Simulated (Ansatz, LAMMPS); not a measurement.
## An extra electron or hole in glassy 57SiO2-27Al2O3-16BaO (mol %) (149 atoms)

Does an extra electron or hole in glassy 57SiO2-27Al2O3-16BaO (mol %) (149 atoms) stay spread out, or do the atoms trap it?

Method: Kohn-Sham DFT, PBE, PAW (set soft_1), plane waves, in Ansatz 0.2.0.

**1. The structure**

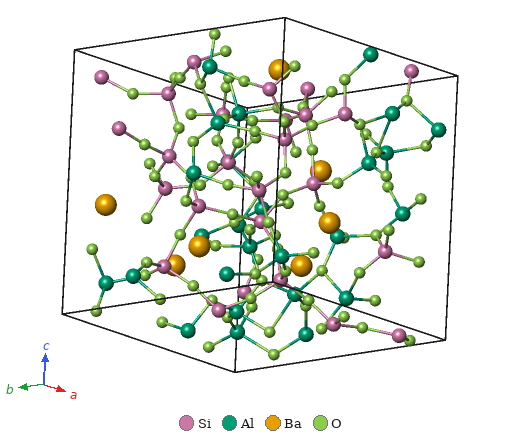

Start, viewed from a free direction; silicon pink, aluminium teal, barium orange, oxygen green. Some periodic images of atoms are drawn too.

The cell holds 149 atoms: 25 Si, 24 Al, 7 Ba and 93 O. Its edges and angles: a = 12.514 Å, b = 12.514 Å, c = 12.514 Å, α = 90.0°, β = 90.0°, γ = 90.0°. 149 atoms (25 Si, 24 Al, 7 Ba, 93 O) placed at random at 3.22 g/cm³, melted at 4000 K for 10 ps at fixed volume with the Morse and Coulomb pair potential with partial charges (Pedone, Malavasi, Menziani, Cormack and Segre, J. Phys. Chem. B 110, 11780 (2006)). Quenched from 4000 K to 300 K at 25 K/ps and fixed volume, held 5 ps.

What the set-up can't give: The quench rate of 25 K/ps is many orders above laboratory rates, so the cell is likely richer in defects and strain than a real sample. The network of bonds at the start is that of the classical potential that made the cell, and needn't be the one that DFT or experiment would give. Sampling is at Γ alone, for a cell whose shortest periodic width is 13 Å. The levels lack spin–orbit coupling, which is large for the heavy elements here.

**2. Single point at the start**

A single point comes first, to see the forces before anything moves.

Input file input.yaml:

```yaml
crystal:
  lattice:
    - [12.514, 0.0, 0.0]
    - [0.0, 12.514, 0.0]
    - [0.0, 0.0, 12.514]
  atoms:
    - { symbol: Si, position: [0.64357, 0.2394, 0.01029] }
    - { symbol: Si, position: [0.49532, 0.48535, 0.39649] }
    - { symbol: Si, position: [0.5764, 0.72184, 0.6669] }
    - { symbol: Si, position: [0.1826, 0.23865, 0.41625] }
    - { symbol: Si, position: [0.60424, 0.38747, 0.8107] }
    - { symbol: Si, position: [0.8887, 0.721, 0.89425] }
    - { symbol: Si, position: [0.6292, 0.35352, 0.55332] }
    - { symbol: Si, position: [0.85724, 0.10276, 0.99796] }
    - { symbol: Si, position: [0.2603, 0.75945, 0.86175] }
    - { symbol: Si, position: [0.65949, 0.82917, 0.87854] }
    - { symbol: Si, position: [0.7625, 0.51578, 0.96061] }
    - { symbol: Si, position: [0.43938, 0.90386, 0.56042] }
    - { symbol: Si, position: [0.14288, 0.54502, 0.92952] }
    - { symbol: Si, position: [0.2374, 0.72188, 0.19826] }
    - { symbol: Si, position: [0.45747, 0.07521, 0.74529] }
    - { symbol: Si, position: [0.27336, 0.60062, 0.42044] }
    - { symbol: Si, position: [0.28202, 0.21052, 0.62651] }
    - { symbol: Si, position: [0.10825, 0.95542, 0.91434] }
    - { symbol: Si, position: [0.09977, 0.14128, 0.76837] }
    - { symbol: Si, position: [0.48634, 0.37065, 0.15933] }
    - { symbol: Si, position: [0.81008, 0.14834, 0.31128] }
    - { symbol: Si, position: [0.26278, 0.74394, 0.6241] }
    - { symbol: Si, position: [0.35536, 0.54941, 0.03747] }
    - { symbol: Si, position: [0.98238, 0.95741, 0.29466] }
    - { symbol: Si, position: [0.00681, 0.77514, 0.67626] }
    - { symbol: Al, position: [0.829, 0.39574, 0.40236] }
    - { symbol: Al, position: [0.88262, 0.22622, 0.70943] }
    - { symbol: Al, position: [0.27685, 0.19413, 0.1813] }
    - { symbol: Al, position: [0.19788, 0.96264, 0.15596] }
    - { symbol: Al, position: [0.78681, 0.55179, 0.1935] }
    - { symbol: Al, position: [0.46548, 0.78493, 0.01367] }
    - { symbol: Al, position: [0.03895, 0.25396, 0.06844] }
    [... 111 atom lines left out ...]
    - { symbol: O, position: [0.48177, 0.9236, 0.06626] }
    - { symbol: O, position: [0.93064, 0.72514, 0.59105] }
    - { symbol: O, position: [0.28135, 0.19935, 0.49915] }
    - { symbol: O, position: [0.64477, 0.82227, 0.37969] }
    - { symbol: O, position: [0.13975, 0.35267, 0.44104] }
    - { symbol: O, position: [0.72433, 0.06382, 0.36286] }
kpoints:
  mp_grid: { grid: [1, 1, 1] }
hamiltonian:
  xc: pbe
  pseudopotentials: { kind: paw, azcp: { folder: soft_1 } }
scf:
  occupations: { method: gaussian, width: 0.025 }
output:
  forces: true
```

Command:

```bash
> ansatz run input.yaml --threads 8 --pin off --max-ram 15872MiB --backend cpu --events-out ev --progress --plain --runs-dir out
```

Numbers of over 12 decimals in the logs are rounded to 6 here.

The program printed:

```text
[...]
Pseudopotentials: kind: paw
Pseudopotential: Si, paw, valence charge 4, recommended cutoff 420 eV (normal), soft_1/Si.paw.azcp
Pseudopotential: Al, paw, valence charge 3, recommended cutoff 420 eV (normal), soft_1/Al.paw.azcp
Pseudopotential: Ba, paw, valence charge 10, recommended cutoff 420 eV (normal), soft_1/Ba.paw.azcp
Pseudopotential: O, paw, valence charge 6, recommended cutoff 420 eV (normal), soft_1/O.paw.azcp
[... 5 lines on functional and potentials left out ...]
Crystal: 149 atoms, lattice volume = 1959.695 Å³
Basis set: ecut = 420 eV, 38401 PW (Γ), exchange–correlation on 180×180×180 points (8 copies of the dense FFT grid, shifted against one another)
Bands: 549, of which v1, the nominal top of the filled ones, is band 400 counted from 1 (399 counted from 0)
Symmetry: 1 space group operations
Space group: P1 (ITA 1), of the structure as read, at distance tolerance 1.3e-4 Å
k-points: 1
[... 9 lines on functional and potentials left out ...]
Initial density: superposition of atomic densities (chi_scale 0.1, normalization cell, long waves 29 % of neutral atoms (reshape's long-wave potential 1.29 eV rms, cloud 2.81 Å wide))
Initial wavefunctions: pseudopotential atomic-orbital guess
[...]
SCF iter   1: F=—  HF=-123472.506128 eV  |F-HF|=—  |Δ(HF+E_count)|=         —  Δρ=1.10e-1  dr2=2.66e2  ethr=3.10e-3  ⟨swp⟩=7.0  Hψ=2680  notcnv=0  defer=135
preconditioner: auto → Resta (q_TF=auto, 2.350 Å⁻¹)  ε∞=3.8  [insulator: Δε(μ)=0.584 eV  Ē_g=14.000 eV  σ=0.025 eV  W_gap=1.00  n_scr=436 (ndim 8)  ℏωp=23.5 eV  f_vac=0.013  D(μ)=0.00/eV (n_scr^D=0)  ε∞_Penn≈3.8]
SCF iter   2: F=—  HF=-123403.807383 eV  |F-HF|=—  |Δ(HF+E_count)|=    6.87e1  Δρ=4.17e-2  dr2=3.95e1  ethr=3.10e-3  ⟨swp⟩=4.0  Hψ=1441  notcnv=0  defer=141
SCF iter   3: F=—  HF=-123395.493963 eV  |F-HF|=—  |Δ(HF+E_count)|=    8.31e0  Δρ=1.90e-2  dr2=1.14e1  ethr=3.10e-3  ⟨swp⟩=5.0  Hψ=733  notcnv=0  defer=56
automatic band count: iteration 3 solves 464 bands in place of 549: the levels show a gap, and the empty bands left out lie too high to hold charge; the band table lists the bands solved (type scf.n_extra_bands for more)
SCF iter   4: F=—  HF=-123393.151823 eV  |F-HF|=—  |Δ(HF+E_count)|=    2.34e0  Δρ=6.48e-3  dr2=6.99e-1  ethr=1.42e-3  ⟨swp⟩=4.0  Hψ=846  notcnv=0  defer=59
SCF iter   5: F=—  HF=-123393.164231 eV  |F-HF|=—  |Δ(HF+E_count)|=   1.24e-2  Δρ=3.04e-3  dr2=1.86e-1  ethr=8.74e-5  ⟨swp⟩=3.0  Hψ=1137  notcnv=0  defer=59
[...]
SCF iter  12: F=—  HF=-123393.203082 eV  |F-HF|=—  |Δ(HF+E_count)|=   3.59e-7  Δρ=3.35e-6  dr2=1.92e-7  ethr=1.40e-10  ⟨swp⟩=2.0  Hψ=789  notcnv=0  defer=59
SCF iter  13: F=-123393.203082 eV  HF=-123393.203082 eV  |F-HF|=1.83e-8  |Δ(HF+E_count)|=   6.09e-8  Δρ=8.90e-7  dr2=1.92e-8  ethr=1.25e-11  ⟨swp⟩=4.0  Hψ=1510  notcnv=0
SCF 1 converged in 13 iterations: F = -123393.203082 eV  dr2 = 1.92e-8
[...]
SCF converged after 13 iterations
Free energy (F): -123393.203082 eV
Harris-Foulkes:  -123393.203082 eV  (|F-HF|=1.83e-8)
Internal energy: -123393.203082 eV  (E = F + TS)
E sigma→0 (E₀):  -123393.203082 eV
Fermi energy:    6.696405 eV
--- Per-component energies (eV) ---
[...]
Σ components = -123393.203082   (vs F -123393.203082, Δ=0.00e0)
--- Forces (eV/Å), atoms counted from 1 ---
  atom   1  Si     0.44513258    -1.36862287    -0.12027557
  atom   2  Si    -2.00983449    -0.45155469    -1.55236638
  atom   3  Si     0.99241639     2.92749502     0.50729046
  atom   4  Si    -2.16094534    -0.39729582     1.73569228
[...]
atom 149  O     -1.13912178    -0.95409471     0.10183365
  max |Σ_I F_I| component: 1.81e-5 eV/Å
```

Elapsed: 11 s, on 8 threads of INTEL XEON PLATINUM 8581C at 2.30GHz (Emerald Rapids), shared host; peak memory 3.1 GiB.

Reading the cycles: dr2 is the Hartree energy of the density residual (eV), the measure of convergence; HF is the Harris–Foulkes estimate of the energy, which meets the free energy F at convergence.

The r.m.s. force at the start is 1.3 eV/Å.

**3. Relaxation**

The atoms are relaxed in the fixed cell, aiming at the force tolerance of the input.

Input file input.yaml:

```yaml
crystal:
  lattice:
    - [12.514, 0.0, 0.0]
    - [0.0, 12.514, 0.0]
    - [0.0, 0.0, 12.514]
  atoms:
    [... the 149 atom lines of step 2 ...]
kpoints:
  mp_grid: { grid: [1, 1, 1] }
hamiltonian:
  xc: pbe
  pseudopotentials: { kind: paw, azcp: { folder: soft_1 } }
scf:
  occupations: { method: gaussian, width: 0.025 }
output:
  forces: true
relax:
  f_tol: 0.05
  max_steps: 120
```

The program printed:

```text
[...]
Crystal: 149 atoms, lattice volume = 1959.695 Å³
Basis set: ecut = 420 eV, 38401 PW (Γ), exchange–correlation on 180×180×180 points (8 copies of the dense FFT grid, shifted against one another)
Bands: 549, of which v1, the nominal top of the filled ones, is band 400 counted from 1 (399 counted from 0)
Symmetry: 1 space group operations
[...]
k-points: 1
[...]
SCF iter   1: F=—  HF=-123472.506128 eV  |F-HF|=—  |Δ(HF+E_count)|=         —  Δρ=1.10e-1  dr2=2.66e2  ethr=3.10e-3  ⟨swp⟩=7.0  Hψ=2680  notcnv=0  defer=135
[...]
SCF iter  10: F=-123393.203080 eV  HF=-123393.203076 eV  |F-HF|=4.42e-6  |Δ(HF+E_count)|=   5.29e-6  Δρ=1.60e-5  dr2=5.29e-6  ethr=7.81e-9  ⟨swp⟩=4.0  Hψ=1619  notcnv=0
SCF 1 converged in 10 iterations: F = -123393.203080 eV  dr2 = 5.29e-6
[...]
relax step   1: F+E_penalty+E_count = -123393.20308038 eV  Δ(F+E_penalty+E_count) = +0.000e0 eV  max|allowed force component| = 7.980e0 eV/Å  Δτ_max = 0.0000 Å  (10 SCF iters, dr2 threshold 6.25e-5 eV, accepted)
[...]
relax step   2: F+E_penalty+E_count = -123398.79276413 eV  Δ(F+E_penalty+E_count) = -5.590e0 eV  max|allowed force component| = 4.486e0 eV/Å  Δτ_max = 0.1950 Å  (7 SCF iters, dr2 threshold 1.00e-4 eV, accepted)
[...]
relax step   3: F+E_penalty+E_count = -123402.70923843 eV  Δ(F+E_penalty+E_count) = -3.916e0 eV  max|allowed force component| = 2.066e0 eV/Å  Δτ_max = 0.2000 Å  (7 SCF iters, dr2 threshold 1.00e-4 eV, accepted)
relax step   4: F+E_penalty+E_count = -123403.95599955 eV  Δ(F+E_penalty+E_count) = -1.247e0 eV  max|allowed force component| = 7.616e-1 eV/Å  Δτ_max = 0.2000 Å  (7 SCF iters, dr2 threshold 1.00e-4 eV, accepted)
relax step   5: F+E_penalty+E_count = -123404.26085334 eV  Δ(F+E_penalty+E_count) = -3.049e-1 eV  max|allowed force component| = 4.941e-1 eV/Å  Δτ_max = 0.1645 Å  (6 SCF iters, dr2 threshold 7.88e-5 eV, accepted)
relax step   6: F+E_penalty+E_count = -123404.34946699 eV  Δ(F+E_penalty+E_count) = -8.861e-2 eV  max|allowed force component| = 2.671e-1 eV/Å  Δτ_max = 0.2000 Å  (6 SCF iters, dr2 threshold 3.32e-5 eV, accepted)
relax step   7: F+E_penalty+E_count = -123404.47601935 eV  Δ(F+E_penalty+E_count) = -1.266e-1 eV  max|allowed force component| = 1.542e-1 eV/Å  Δτ_max = 0.2000 Å  (7 SCF iters, dr2 threshold 2.08e-5 eV, accepted)
relax step   8: F+E_penalty+E_count = -123404.45353747 eV  Δ(F+E_penalty+E_count) = +2.248e-2 eV  max|allowed force component| = 2.978e-1 eV/Å  Δτ_max = 0.2000 Å  (8 SCF iters, dr2 threshold 6.95e-6 eV, rejected (line search))
relax step   9: F+E_penalty+E_count = -123404.53234199 eV  Δ(F+E_penalty+E_count) = -5.632e-2 eV  max|allowed force component| = 1.348e-1 eV/Å  Δτ_max = 0.0960 Å  (9 SCF iters, accepted)
relax step  10: F+E_penalty+E_count = -123404.55032008 eV  Δ(F+E_penalty+E_count) = -1.798e-2 eV  max|allowed force component| = 1.024e-1 eV/Å  Δτ_max = 0.1000 Å  (7 SCF iters, dr2 threshold 6.06e-6 eV, accepted)
relax step  11: F+E_penalty+E_count = -123404.55232926 eV  Δ(F+E_penalty+E_count) = -2.009e-3 eV  max|allowed force component| = 9.264e-2 eV/Å  Δτ_max = 0.1500 Å  (7 SCF iters, dr2 threshold 6.05e-6 eV, accepted)
relax step  12: F+E_penalty+E_count = -123404.56203391 eV  Δ(F+E_penalty+E_count) = -9.705e-3 eV  max|allowed force component| = 1.335e-1 eV/Å  Δτ_max = 0.0606 Å  (7 SCF iters, dr2 threshold 4.95e-6 eV, accepted)
relax step  13: F+E_penalty+E_count = -123404.56283742 eV  Δ(F+E_penalty+E_count) = -8.035e-4 eV  max|allowed force component| = 9.154e-2 eV/Å  Δτ_max = 0.0935 Å  (6 SCF iters, dr2 threshold 1.46e-5 eV, accepted)
relax step  14: F+E_penalty+E_count = -123404.57073730 eV  Δ(F+E_penalty+E_count) = -7.900e-3 eV  max|allowed force component| = 5.986e-2 eV/Å  Δτ_max = 0.0294 Å  (6 SCF iters, dr2 threshold 3.94e-6 eV, accepted)
relax step  15: F+E_penalty+E_count = -123404.57324196 eV  Δ(F+E_penalty+E_count) = -2.505e-3 eV  max|allowed force component| = 2.321e-1 eV/Å  Δτ_max = 0.2000 Å  (10 SCF iters, accepted)
relax step  16: F+E_penalty+E_count = -123404.58873563 eV  Δ(F+E_penalty+E_count) = -1.549e-2 eV  max|allowed force component| = 8.894e-2 eV/Å  Δτ_max = 0.1126 Å  (6 SCF iters, dr2 threshold 2.30e-5 eV, accepted)
relax step  17: F+E_penalty+E_count = -123404.59551292 eV  Δ(F+E_penalty+E_count) = -6.777e-3 eV  max|allowed force component| = 1.500e-1 eV/Å  Δτ_max = 0.2000 Å  (10 SCF iters, accepted)
relax step  18: F+E_penalty+E_count = -123404.61010486 eV  Δ(F+E_penalty+E_count) = -1.459e-2 eV  max|allowed force component| = 7.513e-2 eV/Å  Δτ_max = 0.0860 Å  (7 SCF iters, dr2 threshold 3.31e-6 eV, accepted)
relax step  19: F+E_penalty+E_count = -123404.60146383 eV  Δ(F+E_penalty+E_count) = +8.641e-3 eV  max|allowed force component| = 1.999e-1 eV/Å  Δτ_max = 0.1260 Å  (9 SCF iters, rejected (line search))
relax step  20: F+E_penalty+E_count = -123404.61551269 eV  Δ(F+E_penalty+E_count) = -5.408e-3 eV  max|allowed force component| = 9.197e-2 eV/Å  Δτ_max = 0.0619 Å  (9 SCF iters, accepted)
relax step  21: F+E_penalty+E_count = -123404.61206792 eV  Δ(F+E_penalty+E_count) = +3.445e-3 eV  max|allowed force component| = 9.725e-2 eV/Å  Δτ_max = 0.1000 Å  (9 SCF iters, rejected (line search))
relax step  22: F+E_penalty+E_count = -123404.62089330 eV  Δ(F+E_penalty+E_count) = -5.381e-3 eV  max|allowed force component| = 8.128e-2 eV/Å  Δτ_max = 0.0489 Å  (9 SCF iters, accepted)
relax step  23: F+E_penalty+E_count = -123404.61928967 eV  Δ(F+E_penalty+E_count) = +1.604e-3 eV  max|allowed force component| = 2.277e-1 eV/Å  Δτ_max = 0.0500 Å  (6 SCF iters, dr2 threshold 5.16e-6 eV, rejected (line search))
[...]
relax step  24: F+E_penalty+E_count = -123404.62323695 eV  Δ(F+E_penalty+E_count) = -2.344e-3 eV  max|allowed force component| = 4.640e-2 eV/Å  Δτ_max = 0.0238 Å  (8 SCF iters, accepted)
SCF converged after 8 iterations
Free energy (F): -123404.623237 eV
[...]
Internal energy: -123404.623237 eV  (E = F + TS)
E sigma→0 (E₀):  -123404.623237 eV
Fermi energy:    6.713093 eV
[...]
--- Forces (eV/Å), atoms counted from 1 ---
  atom   1  Si    -0.00068651     0.00018054    -0.00105631
  atom   2  Si     0.00055766    -0.00243020     0.00532942
  atom   3  Si     0.00049381    -0.00771701     0.00105254
  atom   4  Si    -0.00285515    -0.01718436     0.01410244
  atom   5  Si    -0.00215310     0.00294876    -0.00565097
  atom   6  Si     0.00155004    -0.00188581     0.00545750
  atom   7  Si     0.00479311    -0.00034922     0.00252512
  atom   8  Si     0.00271497     0.00469442     0.00580462
  atom   9  Si     0.00008469    -0.00672452     0.00057856
  atom  10  Si     0.00066759     0.00162780    -0.00050681
  atom  11  Si     0.00077685     0.00087629    -0.00604693
  atom  12  Si     0.01205561     0.00638529     0.00332108
  atom  13  Si    -0.01289685     0.00809095     0.01181584
  atom  14  Si    -0.01523186    -0.00951875    -0.00777337
[...]
atom 148  O      0.00535432    -0.01121473    -0.00379947
  atom 149  O      0.00652002    -0.00348215     0.00025781
  max |Σ_I F_I| component: 2.59e-5 eV/Å
--- Relaxed structure (24 steps of the walk, 20 accepted, 0 SCFs on fresh bases) ---
  F+E_penalty+E_count = -123404.62323695 eV   max|allowed force component| = 4.640e-2 eV/Å
  atoms:
    - { symbol: Si, position: [0.635939, 0.242982, 0.011435] }
    - { symbol: Si, position: [0.485308, 0.495161, 0.389216] }
    - { symbol: Si, position: [0.556511, 0.729264, 0.669120] }
    - { symbol: Si, position: [0.192482, 0.250547, 0.426004] }
[...]
- { symbol: O, position: [0.760064, 0.033037, 0.351799] }
```

Elapsed: 2.6 min, on 8 threads; peak memory 3.1 GiB.

The relaxation converged after 24 steps, 11.4 eV below its start, with a largest force component of 0.046 eV/Å.

[end of part 1 of 4]

[Logs are printed without paths, hosts, clocks, repeated set-up lines and the standing remarks that a program may print on its own settings, such as how far it seeks lower states.]

[Hosts, paths, dates, database ids (printed as entryN), source tags and the programs' standing remarks are cut or masked in the printed files.]
